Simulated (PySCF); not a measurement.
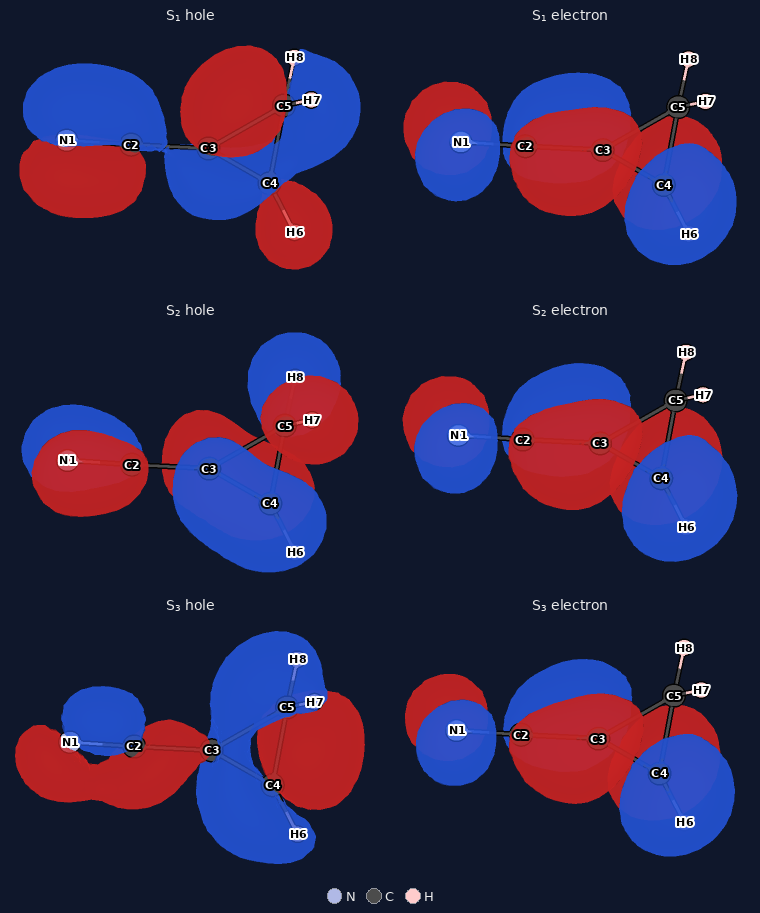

C4H3N, SMILES `N#CC1=CC1`. Leading natural transition orbitals (full linear response singlet states).

Method: LC-wPBE/6-31G*; geometry: GFN2-xTB; program: PySCF. No frequency check shows the geometry to be a minimum. Without diffuse functions Rydberg states are missing, so the states' numbers hold for this basis only.

Input script:

```python
import numpy as np
from pyscf import gto, scf, dft, tdscf
from pyscf.scf import atom_ks, atom_hf
from scipy.linalg import block_diag

def solve(mol, dm0=None, hcore=None):
    mf = (dft.UKS if mol.spin else dft.RKS)(mol, xc='lc_wpbe')
    mf.grids.level = 3
    mf = mf.density_fit(auxbasis='def2-universal-jkfit')
    mf.conv_tol, mf.max_cycle = 1e-8, 80
    if hcore is not None:
        mf.get_hcore = lambda *args: hcore
    mf.kernel(dm0)
    if not mf.converged:
        mf = mf.newton().run(mf.mo_coeff, mf.mo_occ, max_cycle=30)
    assert mf.converged, 'SCF not converged'
    return mf

mol = gto.M(atom='''
N     -2.32269     0.07542    -0.00031
C     -1.17679    -0.01843     0.00025
C      0.19491    -0.10469     0.00063
C      1.31681    -0.78076    -0.00027
C      1.47910     0.69954     0.00013
H      1.81607    -1.71774    -0.00072
H      1.77990     1.20762     0.90820
H      1.77866     1.20827    -0.90974
''', basis='6-31g*', charge=0, spin=0, verbose=4)
mf = solve(mol)
td = mf.TDDFT()
td.nstates, td.singlet, td.conv_tol = 4, True, 1e-5
td.kernel()
td.analyze()
x, y = np.array([p[0] for p in td.xy]), np.array([p[1] + 0 * p[0] for p in td.xy])
f, mu = td.oscillator_strength(), td.transition_dipole()
nto = [td.get_nto(state=i + 1, verbose=4) for i in range(len(td.e))]
# spherically averaged free atoms, for the promolecule
atm = atom_ks.get_atm_nrks(mol, xc='lc_wpbe')
pro = block_diag(*[(atm[a[0]][2] * atm[a[0]][3]) @ atm[a[0]][2].T for a in mol._atom])
np.savez('result.npz', e=td.e, f=f, ok=td.converged, w=[n[0] for n in nto], nto=[n[1] for n in nto], x=x, y=y, c=mf.mo_coeff, occ=mf.mo_occ, eps=mf.mo_energy, pro=pro, mu=mu)
```

Run with:

```sh
OMP_NUM_THREADS=1 python input.py
```

The run took 3 min on 1 thread of Arm Neoverse V1 (shared host), peak memory 0.51 GiB.

Question: Describe these excited states.

Answer: By state:
- S₁: 5.65 eV (220 nm), f = 0.001 (very weak); the leading pair carries 97 %; hole on N1 (26 %), C5 (22 %) and C3 (20 %), electron on C4 (31 %), C3 (23 %) and N1 (20 %); their centroids lie 0.4 Å apart.
- S₂: 5.78 eV (215 nm), f = 0.169 (bright), π → π*; the leading pair carries 90 %; hole on C4 (26 %), C3 (24 %) and N1 (16 %), electron on C4 (31 %), C3 (24 %) and N1 (18 %); their centroids lie 0.4 Å apart.
- S₃: 6.81 eV (182 nm), f = 0.003; the leading pair carries 81 %; hole on C4 (30 %), C5 (24 %) and N1 (14 %), electron on C4 (31 %), C3 (24 %) and N1 (18 %) (shares are of the whole state, not of the leading pair alone); their centroids lie 0.5 Å apart.
